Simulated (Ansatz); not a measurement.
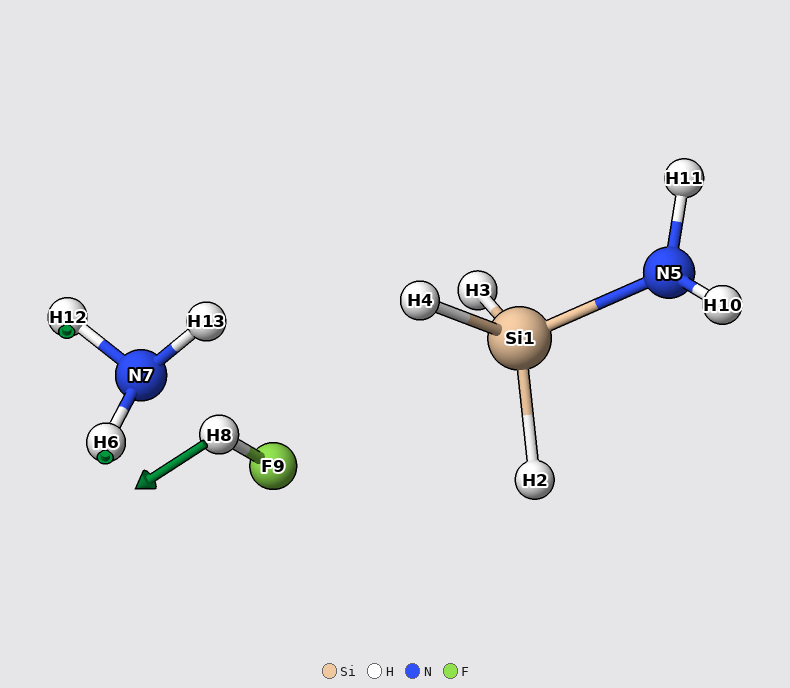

The arrows show one normal mode. Harmonic vibrations computed with RKS PBE0-D4/def2-TZVP (Ansatz 0.2.0) at a stationary point of the same level.

Q: Estimate its harmonic wavenumber.

A: 1085 cm⁻¹; it is mode 20 of 33 counted from the lowest.
